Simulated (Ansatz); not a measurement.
# Tungsten, diamond: r²SCAN0 after r²SCAN

How do the levels change when part of the exchange is made exact, and what does it cost? Spin polarisation is left out. The cell comes from an earlier r²SCAN relaxation. Exact exchange is dear, so the k-mesh is coarse, and r²SCAN is run on the same mesh for comparison.

Method: DFT, plane waves (500 eV) with PBE-made PAW files, scalar-relativistic; functionals as named at each step, in Ansatz 0.2.0.

**1. The system as given**

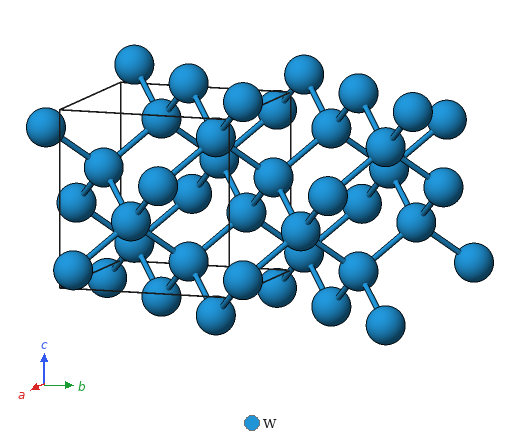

The structure, seen slightly off an axis (tungsten blue). 1×2×1 conventional cells are drawn; the run uses a primitive one. Any atoms on the faces are drawn again on the opposite ones, and bonded neighbours outside are added.

Structure file:

```
W
1.0
     0.00000    2.89581    2.89581
     2.89581    0.00000    2.89581
     2.89581    2.89581    0.00000
W
2
Direct
  0.12500 0.12500 0.12500
  0.87500 0.87500 0.87500
```

**2. r²SCAN, coarse mesh**

The run with r²SCAN.

Input file input.yaml:

```yaml
crystal:
  lattice:
    - [0.0, 2.8958099492, 2.8958099492]
    - [2.8958099492, 0.0, 2.8958099492]
    - [2.8958099492, 2.8958099492, 0.0]
  atoms:
    - { symbol: W, position: [0.125, 0.125, 0.125] }
    - { symbol: W, position: [0.875, 0.875, 0.875] }
hamiltonian:
  xc: r2scan
  pseudopotentials:
    kind: paw
    azcp:
      W: "pseudopotentials/W.paw.azcp"
basis:
  ecutwfc: 500
  fft_grid_basis: typed
kpoints:
  mp_grid: { grid: [5, 5, 5], shift: [0, 0, 0] }
magnetization:
  spin_polarized: false
scf:
  occupations: { method: fermi_dirac, width: 0.1 }
```

Started as:

```
$ ansatz run input.yaml --threads 4 --pin off --max-ram 8192MiB --backend cpu --events-out ev --progress --plain --runs-dir out
```

Log:

```text
Warning: RAYON_NUM_THREADS=4 ignored (pool sized by the plan → 4); use --threads N
Engine: ansatz 0.2.0, aarch64-unknown-linux-gnu
Pseudopotentials: kind: paw
Pseudopotential: W, paw, valence charge 14, recommended cutoff 500 eV (meta_gga), <dir>
Functional definition: r2SCAN
  parameter k0 = 0.174
  parameter k1 = 0.065
  parameter a1 = 4.9479
  exchange = r2scan_x(k0 = k0, k1 = k1, a1 = a1)
  correlation = r2scan_c
Crystal: 2 atoms, lattice volume = 48.567 Å³
Basis set: ecut = 500 eV, 1243 PW (Γ), exchange–correlation on 120×120×120 points (64 copies of the dense FFT grid, shifted against one another)
Bands: 18, of which v1, the nominal top of the filled ones, is band 14 counted from 1 (13 counted from 0)
Symmetry: 48 space group operations
Space group: Fd-3m (ITA 227), of the structure as read, at distance tolerance 3.6e-5 Å
k-points: 10 of 125
Non-local potential: W, projectors of the file, l = 0: 3, l = 1: 2, l = 2: 2, l = 3: 1
PAW form: soft (Blöchl's): semilocal exchange-correlation on the pseudo side does not see the compensation charge
PAW frozen core: W, regenerated for the run's functional (the file was generated under x = pbe(κ = 0.804, μ = 0.2195149727645171), c = pbe(β = 0.06672455060314922))
PAW one-centre angular grid: W, 590 points (default); XC on 160 Gauss nodes
Initial density: superposition of atomic densities (neutral atoms: chi_scale 0, normalization atom), corrected by the library's trained network
Initial wavefunctions: pseudopotential atomic-orbital guess
Functional: x = r2scan, c = r2scan; τ floored in thin density (d = 2e-4 eV/Å³)
SCF iter   1: F=—  HF=-20788.915288 eV  |F-HF|=—  |Δ(HF+E_count)|=         —  Δρ=6.95e-3  dr2=2.23e-2  dr2_τ=6.06e-2  ethr=1.77e-3  ⟨swp⟩=5.1  Hψ=878  notcnv=0
preconditioner: auto → Kerker (q_TF=auto, 2.489 Å⁻¹)  [metal: Δε(μ)=0.025 eV  Ē_g=4.195 eV  σ=0.100 eV  W_gap=0.06  n_scr=14 (ndim 8)  ℏωp=18.5 eV  f_vac=0.000  D(μ)=3.13/eV (n_scr^D=26)]
SCF iter   2: F=—  HF=-20788.943507 eV  |F-HF|=—  |Δ(HF+E_count)|=   2.82e-2  Δρ=4.39e-3  dr2=9.62e-3  dr2_τ=2.38e-4  ethr=7.96e-5  ⟨swp⟩=1.7  Hψ=290  notcnv=0
SCF iter   3: F=—  HF=-20788.942041 eV  |F-HF|=—  |Δ(HF+E_count)|=   1.47e-3  Δρ=9.25e-4  dr2=2.12e-4  dr2_τ=1.04e-4  ethr=3.43e-5  ⟨swp⟩=2.0  Hψ=243  notcnv=0
SCF iter   4: F=—  HF=-20788.942310 eV  |F-HF|=—  |Δ(HF+E_count)|=   2.69e-4  Δρ=4.54e-4  dr2=8.23e-5  dr2_τ=4.59e-6  ethr=7.56e-7  ⟨swp⟩=2.5  Hψ=310  notcnv=0
SCF iter   5: F=—  HF=-20788.942399 eV  |F-HF|=—  |Δ(HF+E_count)|=   8.88e-5  Δρ=1.38e-4  dr2=7.20e-6  dr2_τ=1.80e-6  ethr=2.94e-7  ⟨swp⟩=2.0  Hψ=241  notcnv=0
SCF iter   6: F=—  HF=-20788.942406 eV  |F-HF|=—  |Δ(HF+E_count)|=   7.53e-6  Δρ=2.38e-5  dr2=2.58e-7  dr2_τ=2.13e-8  ethr=2.57e-8  ⟨swp⟩=2.1  Hψ=251  notcnv=0
SCF iter   7: F=-20788.942407 eV  HF=-20788.942407 eV  |F-HF|=1.55e-8  |Δ(HF+E_count)|=   3.45e-7  Δρ=4.89e-6  dr2=9.61e-9  dr2_τ=1.01e-9  ethr=3.57e-10  ⟨swp⟩=3.0  Hψ=393  notcnv=0
SCF 1 converged in 7 iterations: F = -20788.942407 eV  dr2 = 9.61e-9
SCF converged after 7 iterations
Free energy (F): -20788.942407 eV
Harris-Foulkes:  -20788.942407 eV  (|F-HF|=1.55e-8)
Internal energy: -20788.842883 eV  (E = F + TS)
E sigma→0 (E₀):  -20788.892645 eV
Entropy (-TS):   -0.099524 eV (-49.762 meV/atom)
Fermi energy:    12.570484 eV
--- Per-component energies (eV) ---
  E_band       = -429.810000
  E_kinetic    = 895.485566
  E_local      = -2196.729390  (includes V_loc(G=0)·N_el)
  E_nonlocal   = 13.108044
  E_hartree    = 805.503572
  E_xc         = -491.984200
  E_vxc        = -511.941165  (∫ρ·V_xc dr)
  E_paw        = -17187.994832  (= ΣΔE_a)
  E_vpaw       = -267.872067  (= ΣTr[D̂ρ^β])
  E_aug_tail   = -0.000102  (compensation charges beyond the density's cutoff)
  E_vtau       = 27.128936  (kinetic-family band-sum trace: ∫τ·v_τ [+ j·A + Jᵃ·Aᵃ] dr)
  E_ewald      = -2625.055642
  E_core_change = -1.175898  (= ΣΔE_core)
  E_smearing   = -0.099524  (= −TS)
  E_closure    = 0.000000  (closes the sum)
  Σ components = -20788.942407   (vs F -20788.942407, Δ=0.00e0)
```

Run time: 0.7 s. Hardware: 4 threads of Arm Neoverse V1, shared host; peak memory 0.36 GiB.

(Part 1 of 2 ends here.)
